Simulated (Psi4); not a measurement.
# SiH (SMILES [SiH]): UM06-2X/def2-TZVPPD

What is the vertical doublet–quartet gap of SiH at UM06-2X/def2-TZVPPD? 

Program for the calculation: Psi4 1.11.

7 further runs of the same task are left out: 7 that didn't finish.

### 1 The system as given

The species is SiH (2 atoms), meant as a doublet with charge 0. As SMILES, `[SiH]`. The shape is that of a PBE0-D4/def2-TZVP optimisation.

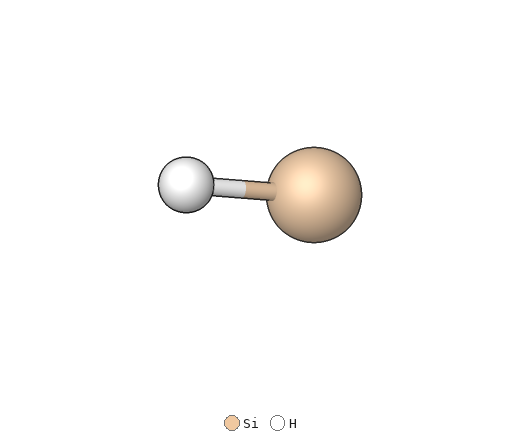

Viewed from a chosen angle; silicon light orange, hydrogen white.

### 2 Energy and gradient at UM06-2X/def2-TZVPPD

File hsi.xyz:

```xyz
2
HSi
Si     0.000000     0.000000    -0.007580
H      0.000000     0.000000     1.524140
```

File run.py:

```python
import psi4

psi4.set_memory('1600 MB')
psi4.set_num_threads(1)
psi4.set_output_file('psi4.out', False)

with open('hsi.xyz') as f:
    atoms = ''.join(f.readlines()[2:])
molecule = psi4.geometry('0 2\n' + atoms + 'symmetry c1')

psi4.set_options({
    'reference': 'uks',
    'puream': True,
    'e_convergence': 1e-09,
    'd_convergence': 1e-08,
    'scf_type': 'pk',
    'dft_radial_points': 99,
    'dft_spherical_points': 590,
    'maxiter': 100,
})

result, w = psi4.gradient('m06-2x/def2-TZVPPD', return_wfn=True)
psi4.oeprop(w, 'MULLIKEN_CHARGES', 'LOWDIN_CHARGES', 'MAYER_INDICES')
print('gradient / Eh bohr^-1')
print(result.np.round(6))
print(f'energy = {w.energy():.10f} Eh')
```

The run is started by

```bash
$ python run.py
```

psi4.out:

```text
[...]
  Running in c1 symmetry.
[...]
  Nuclear repulsion =    4.836707067466639
[...]
  Multiplicity = 2
[...]
  Nalpha       = 8
  Nbeta        = 7
[...]
    Number of basis functions: 65
[...]
   @UKS iter   1:  -289.95405033232822   -4.40787e-01   3.50602e-03 DIIS/ADIIS
[...]
   @UKS iter  10:  -289.96625390854825   -1.93268e-12   3.19029e-09 DIIS
[...]
   @S^2 Observed:                7.539156275E-01
[...]
    Orbital Energies [Eh]
    ---------------------
    Alpha Occupied:
       1A    -67.043462     2A     -5.577187     3A     -3.889881
       4A     -3.887007     5A     -3.881722     6A     -0.550502
       7A     -0.328303     8A     -0.225618
    Alpha Virtual:
       9A     -0.084664    10A      0.039425    11A      0.071595
      12A      0.106509    13A      0.111852    14A      0.115108
      15A      0.117578    16A      0.128394    17A      0.193310
      18A      0.231801    19A      0.232535    20A      0.263260
      21A      0.276467    22A      0.339059    23A      0.343837
      24A      0.349373    25A      0.368053    26A      0.381409
[...]
  @UKS Final Energy:  -289.96625390854825
   => Energetics <=
    Nuclear Repulsion Energy =              4.8367070674666390
    One-Electron Energy =                -410.9900957565488397
    Two-Electron Energy =                 126.2154624086990822
    DFT Exchange-Correlation Energy =     -10.0283276281652078
    Empirical Dispersion Energy =           0.0000000000000000
    VV10 Nonlocal Energy =                  0.0000000000000000
    Total Energy =                       -289.9662539085483104
[...]
 Multipole Moments:
 ------------------------------------------------------------------------------------
     Multipole            Electronic (a.u.)      Nuclear  (a.u.)        Total (a.u.)
 ------------------------------------------------------------------------------------
 L = 1.  Multiply by 2.5417464519 to convert [e a0] to [Debye]
 Dipole X            :          0.0000000            0.0000000            0.0000000
 Dipole Y            :         -0.0000000            0.0000000           -0.0000000
 Dipole Z            :         -1.3508947            1.3848507            0.0339560
 Magnitude           :                                                    0.0339560
[...]
  -Total Gradient:
     Atom            X                  Y                   Z
    ------   -----------------  -----------------  -----------------
       1       -0.000000000004    -0.000000000006    -0.004833274787
       2        0.000000000004     0.000000000006     0.004806467467
[...]
  Mulliken Charges: (a.u.)
   Center  Symbol    Alpha    Beta     Spin     Total
       1    SI     7.46585  6.49695  0.96890  0.03720
       2     H     0.53415  0.50305  0.03110 -0.03720
   Total alpha =  8.00000, Total beta =  7.00000, Total charge = -0.00000
  Lowdin Charges: (a.u.)
   Center  Symbol    Alpha    Beta     Spin     Total
       1    SI     7.24827  6.35335  0.89492  0.39838
       2     H     0.75173  0.64665  0.10508 -0.39838
  Total alpha =  8.00000, Total beta =  7.00000, Total charge = -0.00000
[...]
```

The script printed:

```text
gradient / Eh bohr^-1
[[-0.       -0.       -0.004833]
 [ 0.        0.        0.004806]]
energy = -289.9662539085 Eh
```

Wall time 12 s (1 thread of Intel Xeon Platinum 8488C (Sapphire Rapids), shared host); peak memory 0.74 GiB.

### 3 The quartet: the energy at UM06-2X/def2-TZVPPD

hsi.xyz is that of step 2.

File calc.py:

```python
import psi4

psi4.set_memory('1600 MB')
psi4.set_num_threads(1)
psi4.set_output_file('output.dat', False)

with open('hsi.xyz') as f:
    atoms = ''.join(f.readlines()[2:])
geom = psi4.geometry('0 4\n' + atoms + 'symmetry c1\nno_reorient\nno_com')

options = {'reference': 'uks', 'puream': True, 'e_convergence': 1e-09, 'd_convergence': 1e-08, 'scf_type': 'pk', 'dft_radial_points': 99, 'dft_spherical_points': 590, 'maxiter': 100}
psi4.set_options(options)

e, wfn = psi4.energy("m06-2x/def2-TZVPPD", return_wfn=True)
psi4.oeprop(wfn, "MULLIKEN_CHARGES", "WIBERG_LOWDIN_INDICES", "QUADRUPOLE", title="M06-2X")
print(f'total energy {e:.8f} hartree = {e * 27.211386:.5f} eV')
```

The run is started by

```bash
$ python calc.py
```

output.dat, cut to the lines that bear on the results:

```text
[...]
  Running in c1 symmetry.
[...]
  Nuclear repulsion =    4.836707067466639
[...]
  Multiplicity = 4
[...]
  Nalpha       = 9
  Nbeta        = 6
[...]
    Number of basis functions: 65
[...]
   @UKS iter   1:  -289.88892931355770   -3.75666e-01   3.70008e-03 DIIS/ADIIS
[...]
   @UKS iter  11:  -289.90283480945249   -3.58114e-12   4.59570e-09 DIIS
[...]
   @S^2 Observed:                3.752057574E+00
[...]
  @UKS Final Energy:  -289.90283480945249
   => Energetics <=
    Nuclear Repulsion Energy =              4.8367070674666390
    One-Electron Energy =                -410.8388445760953687
    Two-Electron Energy =                 126.1198875804602295
    DFT Exchange-Correlation Energy =     -10.0205848812839875
    Empirical Dispersion Energy =           0.0000000000000000
    VV10 Nonlocal Energy =                  0.0000000000000000
    Total Energy =                       -289.9028348094524858
[...]
 Multipole Moments:
 ------------------------------------------------------------------------------------
     Multipole            Electronic (a.u.)      Nuclear  (a.u.)        Total (a.u.)
 ------------------------------------------------------------------------------------
 L = 1.  Multiply by 2.5417464519 to convert [e a0] to [Debye]
 Dipole X            :         -0.0000000            0.0000000           -0.0000000
 Dipole Y            :         -0.0000000            0.0000000           -0.0000000
 Dipole Z            :         -2.7241924            2.6796694           -0.0445229
 Magnitude           :                                                    0.0445229
 L = 2.  Multiply by 1.3450342976 to convert [e a0^2] to [Debye ang]
 Quadrupole XX       :        -11.8290941            0.0000000          -11.8290941
 Quadrupole XY       :         -0.0000000            0.0000000           -0.0000000
[...]
  Mulliken Charges: (a.u.)
   Center  Symbol    Alpha    Beta     Spin     Total
       1    SI     8.39850  5.70090  2.69760 -0.09940
       2     H     0.60150  0.29910  0.30240  0.09940
   Total alpha =  9.00000, Total beta =  6.00000, Total charge = -0.00000
  Wiberg Bond Indices using Orthogonal Lowdin Orbitals:
  Total Bond Index:
  Irrep: 1 Size: 2 x 2
                 1                   2
[...]
```

Standard output:

```text
total energy -289.90283481 hartree = -7888.65794 eV
```

Wall time 14 s (1 thread of Intel Xeon Platinum 8488C (Sapphire Rapids), shared host); peak memory 0.75 GiB.

### 4 Summary of results

Level: UM06-2X/def2-TZVPPD.

```
                                        quantity          value
                           doublet: total energy  -289.96625 Eh
                          doublet: dipole moment         0.09 D
     doublet: HOMO energy (highest over α and β)       -6.14 eV
      doublet: LUMO energy (lowest over α and β)       -2.30 eV
                                   doublet: ⟨S²⟩          0.754
               doublet: largest force on an atom     0.249 eV/Å
                           quartet: total energy  -289.90283 Eh
                          quartet: dipole moment         0.11 D
     quartet: HOMO energy (highest over α and β)       -6.63 eV
      quartet: LUMO energy (lowest over α and β)       -4.84 eV
                                   quartet: ⟨S²⟩          3.752
vertical energy of the quartet above the doublet       1.726 eV
```

What this shows: At this shape the quartet lies 1.73 eV (167 kJ/mol) above the doublet.
